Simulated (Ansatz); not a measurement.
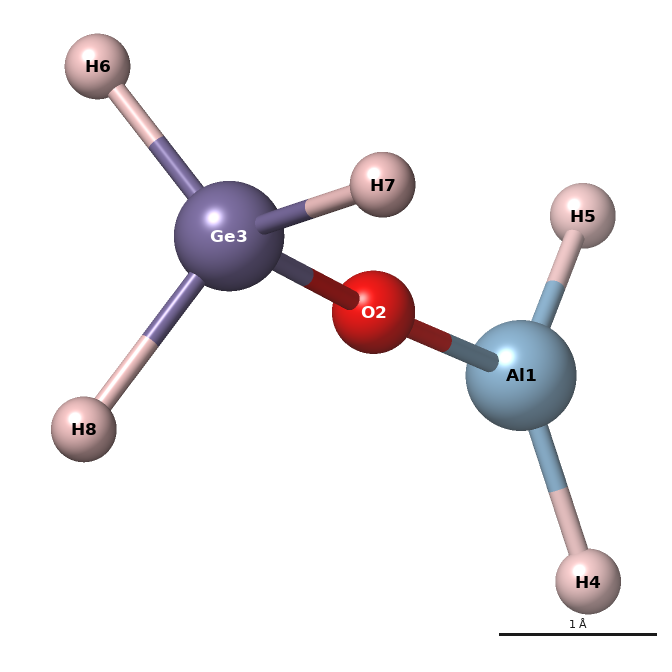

Figure made from data computed with Ansatz.

Geometry: atoms displaced at random (about 0.07 Å) from a stationary point of GFN2-xTB.

Give these bond angles: O2–Al1–H4, O2–Al1–H5, H4–Al1–H5, Al1–O2–Ge3, O2–Ge3–H6, O2–Ge3–H7, O2–Ge3–H8, H6–Ge3–H7, H6–Ge3–H8, H7–Ge3–H8.

```json
{"angle": "O2–Al1–H4", "degrees": "118.8"}
{"angle": "O2–Al1–H5", "degrees": "121.5"}
{"angle": "H4–Al1–H5", "degrees": "119.7"}
{"angle": "Al1–O2–Ge3", "degrees": "176.9"}
{"angle": "O2–Ge3–H6", "degrees": "110.6"}
{"angle": "O2–Ge3–H7", "degrees": "107.2"}
{"angle": "O2–Ge3–H8", "degrees": "105.4"}
{"angle": "H6–Ge3–H7", "degrees": "113.9"}
{"angle": "H6–Ge3–H8", "degrees": "107.7"}
{"angle": "H7–Ge3–H8", "degrees": "111.6"}
```
